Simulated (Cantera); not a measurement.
Feed: 1 mol C3H6, 0.75 mol O2, held at 330 Pa.

Cantera equilibrium calculation (NASA polynomials, part measured and part estimated; ideal gas, pure solids and liquids). Candidate condensed phases: C, C6H6, C7H8, C8H18, H2O; 110 gas species. The numbers say what is thermodynamically allowed, not how fast it happens.

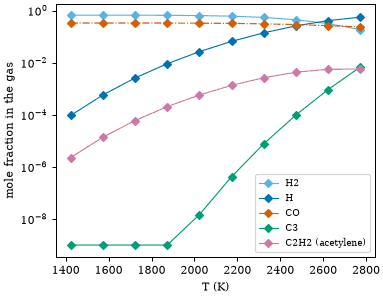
Figure. Equilibrium gas composition (values under 1e-9 drawn at 1e-9)

From 1423 K to 2773 K the condensed part is C(graphite). The main C-bearing gas is CO throughout.
